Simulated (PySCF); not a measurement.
```xyz
18

Si    2.1878   -0.9137    0.7234
C     0.9615   -0.8029   -0.7391
C     0.1513    0.4330   -0.6515
C     0.4357    1.7030   -1.0603
N    -0.5850    2.5473   -0.7259
C    -1.4592    1.8073   -0.1263
N    -1.0839    0.4915   -0.0364
Si   -2.0271   -0.8096    0.6490
H     1.4502   -0.8719    1.9875
H     2.9099   -2.1836    0.6165
H     3.1151    0.2132    0.6493
H     0.3107   -1.6777   -0.7581
H     1.5218   -0.7901   -1.6751
H     1.3007    2.0640   -1.5804
H    -2.3913    2.1578    0.2683
H    -3.2272   -0.1620    1.1662
H    -2.3419   -1.7569   -0.4227
H    -1.2378   -1.4426    1.7038
```

Geometry: GFN2-xTB.

These are results of CAM-B3LYP/def2-SVPD, SCF density, gas phase in PySCF 2.14.0, not measurements.

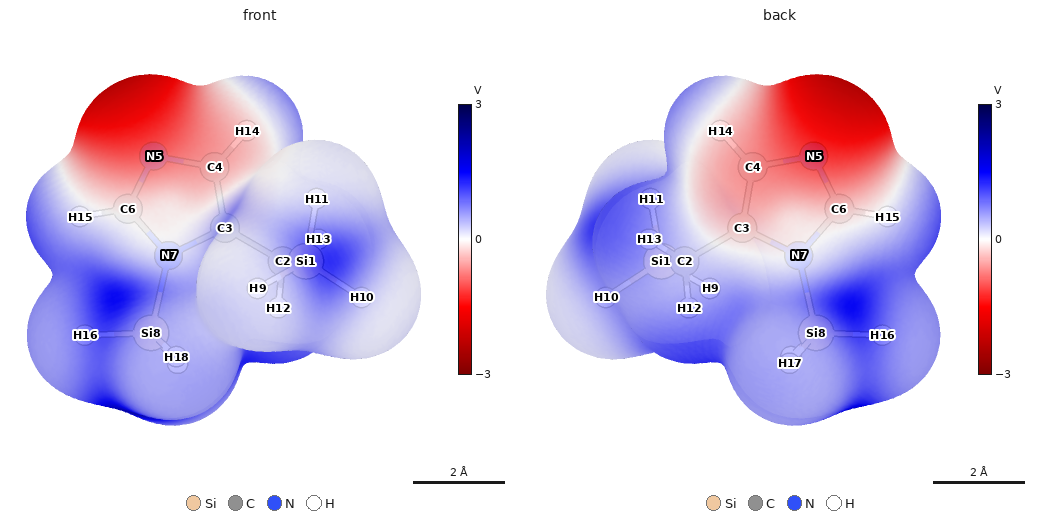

C4H10N2Si2. The molecular electrostatic potential painted on the density surface at 0.002 e/bohr³, seen from the front and from behind; the colour scale runs from red (negative) to blue (positive).

Q: Which sites attract a positive test charge, and which a negative one?

A: A positive charge is drawn to the negative regions and a negative charge to the positive ones. The most negative region (about −2.2 V) lies over N5, the most positive (about +1.9 V) over Si8. N5 is the likeliest acceptor of a hydrogen bond.
